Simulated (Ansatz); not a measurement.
```csv
atom,x (Å),y (Å),z (Å)
Ga,0.0000,0.0000,0.0000
H,0.0000,0.0000,1.5730
H,1.3623,0.0000,-0.7865
H,-1.3623,0.0000,-0.7865
```

These are results of Ansatz, RKS B3LYP/def2-mTZVP, not measurements.

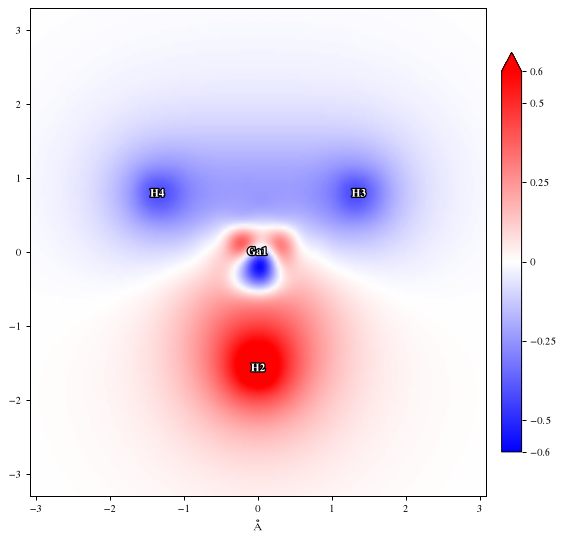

GaH3. The HOMO on the molecular plane (values in Å⁻³ᐟ²; the overall sign is arbitrary).

Q: Describe this orbital and give its energy.

A: Its weight (Hirshfeld) is mainly on Ga1 (about 40 %), H2 (about 40 %), H3 (about 10 %) and H4 (about 10 %); it is symmetric in the molecular plane (an in-plane orbital: σ, lone-pair or in-plane π type). It is one of a degenerate set, so its orientation is arbitrary. Its energy is −8.44 eV.
